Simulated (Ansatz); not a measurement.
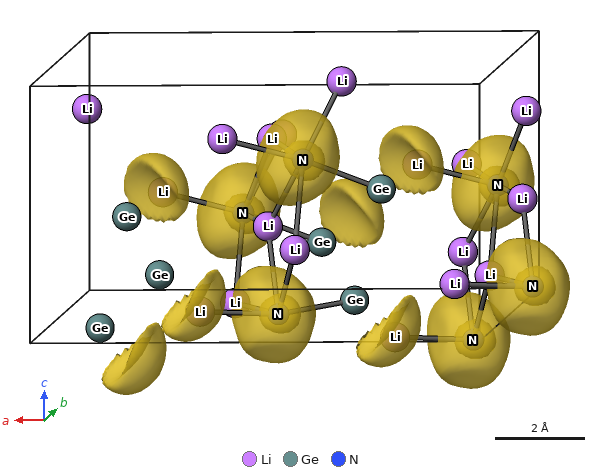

Figure 1: Li3GeN. Isosurface of the electron localisation function at 0.7 (yellow), seen at an oblique angle. Core shells and regions of very low density are left out. Sticks mark near contacts.

Space group Cm; a generated structure, not necessarily the stable one.

These are results of Ansatz, DFT PBE, scalar-relativistic, plane waves, PAW, not measurements.

Core electrons are frozen (PAW), and the valence fields are smoothed inside the atomic spheres.

```xyz
20
Lattice="-10.9827 0.0000 -0.1613 0.0000 3.7522 0.0000 0.9225 0.0000 -6.1221" Properties=species:S:1:pos:R:3 pbc="T T T"
Li   -9.5697    1.8761   -5.0944
Li   -4.0783    0.0000   -5.0138
Li   -5.5760    1.8761   -2.2136
Li   -0.0846    0.0000   -2.1330
Li   -5.1656    1.8761   -4.3030
Li    0.3257    0.0000   -4.2224
Li   -5.8268    0.0000   -1.0243
Li   -0.3354    1.8761   -0.9436
Li   -7.1952    0.0000   -3.6975
Li   -1.7038    1.8761   -3.6169
Li   -7.5374    1.8761   -0.2199
Li   -2.0460    0.0000   -0.1393
Ge   -9.2147    0.0000   -0.4984
Ge   -3.7234    1.8761   -0.4177
Ge   -8.9876    1.8761   -2.5133
Ge   -3.4962    0.0000   -2.4327
N    -5.3069    0.0000   -3.1709
N     0.1844    1.8761   -3.0902
N    -5.6361    1.8761   -0.1236
N    -0.1448    0.0000   -0.0429
```

Question: What do the ELF domains correspond to?

Answer: The surface consists of four regions wrapped around Ge (the valence shell of each) and four regions wrapped around N (the valence shell of each), counted in one cell of 20 atoms. Regions shared between cells count once.

Values along the shortest contacts:
Li–N (1.90 Å): the ELF peaks at about 0.80 in the valence shell of N, 0.7 Å from its nucleus, and is about 0.60 at the midpoint. Ge–N (1.94 Å): the ELF peaks at about 0.80 in the valence shell of N, 0.7 Å from its nucleus, and is about 0.50 at the midpoint.
